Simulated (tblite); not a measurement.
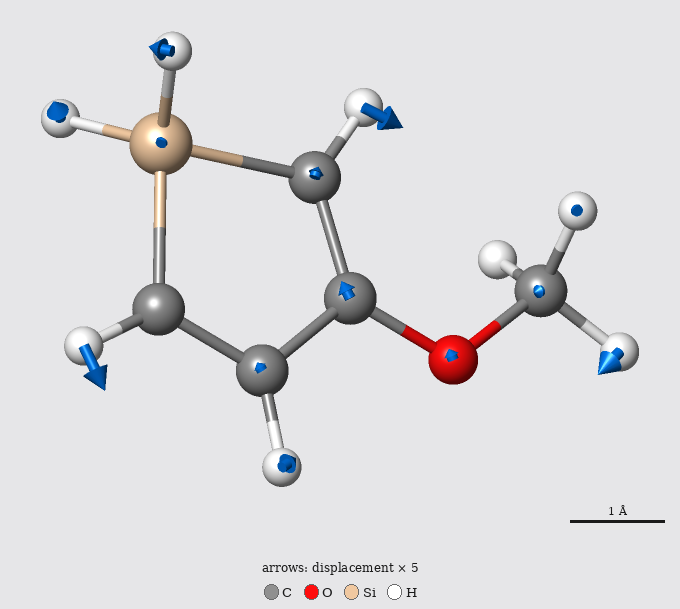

A relaxation of C5H8OSi. The starting structure is drawn; blue arrows show the displacements, 5 times their true length. The two geometries are superimposed by the best rigid fit.

A ball-and-stick model, seen at a tilt.

Level of theory: tblite, GFN2-xTB geometry optimisation, gas phase. 

Q: Atoms of which element are displaced furthest, and by how much?

A: Hydrogen: up to 0.11 Å, against 0.04 Å for carbon.

Q: What did the optimiser do to the structure, and how much energy did it gain?

A: The atom that moves furthest after the best rigid fit is an H atom (0.11 Å). Largest moves by element: H 0.11 Å, C 0.04 Å, O 0.03 Å, Si 0.02 Å. Some distances before and after: C–O 1.429 → 1.405 Å, C–C 1.365 → 1.345 Å, C–Si 1.869 → 1.888 Å, H–Si 1.481 → 1.464 Å. Among the angles between lasting bonds that change: Si–C–H 122.5° → 128.6°, Si–C–H 121.7° → 127.6°, C–C–H 127.1° → 122.1°. After 28 geometry steps the energy has fallen by 2.60 kcal/mol.
